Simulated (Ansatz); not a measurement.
# C4H8O (butyraldehyde) at PBE-QIDH/6-31G(d) (spherical functions)

What is the vertical ionisation energy of C4H8O (butyraldehyde) at PBE-QIDH/6-31G* (spherical functions)? 

The calculation is run with Ansatz 0.2.0.

49 further runs of the same task are left out: 49 set aside as unsound or not needed.

## (1) The system as given

C4H8O: 13 atoms, total charge 0, spin state singlet. SMILES: `CCCC=O`. The coordinates come from a PBE0-D4/def2-TZVP relaxation. This is one conformer, not always the lowest.

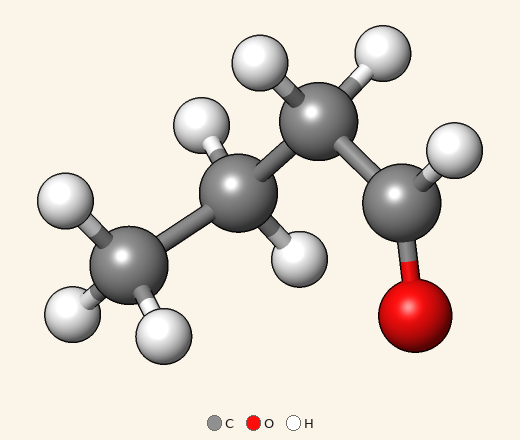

Viewed from a chosen angle; carbon grey, oxygen red, hydrogen white.

## (2) The energy at PBE-QIDH/6-31G(d) (spherical functions)

File run.yaml:

```yaml
crystal:
  periodic: [false, false, false]
  atoms:
    - {symbol: C, position_ang: [-1.358800, 0.247600, 0.768800]}
    - {symbol: C, position_ang: [0.157400, 0.343500, 0.817500]}
    - {symbol: C, position_ang: [0.841700, -0.545800, -0.204400]}
    - {symbol: C, position_ang: [0.730100, -0.083300, -1.626300]}
    - {symbol: O, position_ang: [0.239700, 0.954200, -1.979300]}
    - {symbol: H, position_ang: [-1.817000, 0.888100, 1.525300]}
    - {symbol: H, position_ang: [-1.694400, -0.776900, 0.955600]}
    - {symbol: H, position_ang: [-1.740200, 0.557700, -0.205500]}
    - {symbol: H, position_ang: [0.513100, 0.070500, 1.815300]}
    - {symbol: H, position_ang: [0.465500, 1.378500, 0.645000]}
    - {symbol: H, position_ang: [0.464500, -1.576800, -0.164500]}
    - {symbol: H, position_ang: [1.919000, -0.637400, -0.005700]}
    - {symbol: H, position_ang: [1.164600, -0.781200, -2.376600]}
basis:
  gaussian: {orbitals: 6-31G_st_-spherical.json}
hamiltonian: {xc: {name: PBE-QIDH}}
correlation: {frozen_orbitals: {C: 1, H: 0, O: 1}}
accuracy: high
output: {orbitals: {seedname: orbitals}}
```

The basis set 6-31G* is read from a file made from the Basis Set Exchange's data (not shown).

The run is started by

```
$ ansatz run run.yaml --threads 1 --pin off --max-ram 3480MiB --events-out events.jsonl --progress --plain --runs-dir runs
```

Standard output:

```text
Warning: RAYON_NUM_THREADS=1 ignored (pool sized by the plan → 1); use --threads N
Functional definition: PBE-QIDH
  name "PBE-QIDH"
  parameter a = 3^(-1/3)
  parameter c = 1/3
  exchange = (1 - a)*pbe_x + a*exact_x
  correlation = (1 - c)*pbe_c + c*(mp2_os + mp2_ss)
2180 factors; integrals over basis functions are off by at most 3.1e-9 eV
mean field evaluation 1: about -6303.8676 eV, gradient 4.2e1 eV
mean field evaluation 2: about -6303.8635 eV, gradient 4.2e1 eV
mean field evaluation 4: about -6307.6511 eV, gradient 5.6e0 eV
mean field evaluation 8: about -6307.7267 eV, gradient 3.2e-1 eV
mean field evaluation 16: about -6307.7273 eV, gradient 1.3e-4 eV
mean field -6307.72726526 eV, -231.8047014672 hartree, gradient 5.4e-8 eV, S^2 0.000000; 0 other end points of the search recorded, 0 dependent functions left out
5 core orbitals not correlated: weight in the atoms' cores, before any rotation towards them, 1.000 or more for the frozen orbitals, at most 0.000 for the correlated occupied ones
reference -6307.72726597 eV, -231.8047014932 hartree; 15, 15 occupied and 66, 66 virtual orbitals, 2180 factors
second order -21.20022191 eV of doubles, -0.00000000 eV of singles
Total energy: -6314.79400660 eV, -232.0643994216 hartree
```

It took 18 s on 1 thread of AMD EPYC 7R43 (Zen 3), shared host; peak memory 0.32 GiB.

## (3) The doublet cation

File job.yaml:

```yaml
crystal:
  periodic: [false, false, false]
  atoms:
    - {symbol: C, position_ang: [-1.358800, 0.247600, 0.768800]}
    - {symbol: C, position_ang: [0.157400, 0.343500, 0.817500]}
    - {symbol: C, position_ang: [0.841700, -0.545800, -0.204400]}
    - {symbol: C, position_ang: [0.730100, -0.083300, -1.626300]}
    - {symbol: O, position_ang: [0.239700, 0.954200, -1.979300]}
    - {symbol: H, position_ang: [-1.817000, 0.888100, 1.525300]}
    - {symbol: H, position_ang: [-1.694400, -0.776900, 0.955600]}
    - {symbol: H, position_ang: [-1.740200, 0.557700, -0.205500]}
    - {symbol: H, position_ang: [0.513100, 0.070500, 1.815300]}
    - {symbol: H, position_ang: [0.465500, 1.378500, 0.645000]}
    - {symbol: H, position_ang: [0.464500, -1.576800, -0.164500]}
    - {symbol: H, position_ang: [1.919000, -0.637400, -0.005700]}
    - {symbol: H, position_ang: [1.164600, -0.781200, -2.376600]}
basis:
  gaussian:
    orbitals: 6-31G_st_-spherical.json
total_charge: 1
magnetization:
  spin_polarized: true
  initial_magnetization: 1
hamiltonian:
  xc: {name: PBE-QIDH}
correlation:
  frozen_orbitals: {C: 1, H: 0, O: 1}
accuracy: high
output:
  orbitals: {seedname: orbitals}
```

The basis set 6-31G* is read from a file made from the Basis Set Exchange's data (not shown).

The run is started by

```
$ ansatz run job.yaml --threads 1 --pin off --max-ram 3480MiB --events-out events.jsonl --progress --plain --runs-dir runs
```

Standard output, cut to the lines that bear on the results:

```text
Warning: RAYON_NUM_THREADS=1 ignored (pool sized by the plan → 1); use --threads N
[... 2 set-up lines as earlier in the session ...]
[...]
2180 factors; integrals over basis functions are off by at most 3.1e-9 eV
[...]
mean field -6298.26108625 eV, -231.4568258052 hartree, gradient 6.0e-8 eV, S^2 0.767588; 0 other end points of the search recorded, 0 dependent functions left out
5 core orbitals not correlated: weight in the atoms' cores, before any rotation towards them, 1.000 or more for the frozen orbitals, at most 0.000 for the correlated occupied ones
reference -6298.26108701 eV, -231.4568258328 hartree; 15, 14 occupied and 66, 67 virtual orbitals, 2180 factors
second order -19.95849125 eV of doubles, -0.00000000 eV of singles
Total energy: -6304.91391742 eV, -231.7013128412 hartree
```

It took 22 s on 1 thread of AMD EPYC 7R43 (Zen 3), shared host; peak memory 0.46 GiB.

## (4) Outcome

Level: PBE-QIDH/6-31G* (spherical functions), 5 core orbitals frozen.

| quantity | value |
| --- | --- |
| singlet C4H8O: total energy | -232.06440 Eh |
| singlet C4H8O: HOMO energy (SCF part's orbitals) | -9.82 eV |
| singlet C4H8O: LUMO energy (SCF part's orbitals) | 2.24 eV |
| singlet C4H8O: HOMO–LUMO gap (SCF part's orbitals) | 12.06 eV |
| doublet cation: total energy | -231.70131 Eh |
| doublet cation: HOMO energy (SCF part's orbitals) (highest over α and β) | -16.61 eV |
| doublet cation: LUMO energy (SCF part's orbitals) (lowest over α and β) | -9.02 eV |
| doublet cation: ⟨S²⟩ | 0.768 |
| vertical ionisation energy (to the doublet cation) | 9.880 eV |

In words: The vertical ionisation energy comes to 9.88 eV (953 kJ/mol). The negative HOMO energy of the first species, 9.82 eV, lies 0.06 eV below that difference.
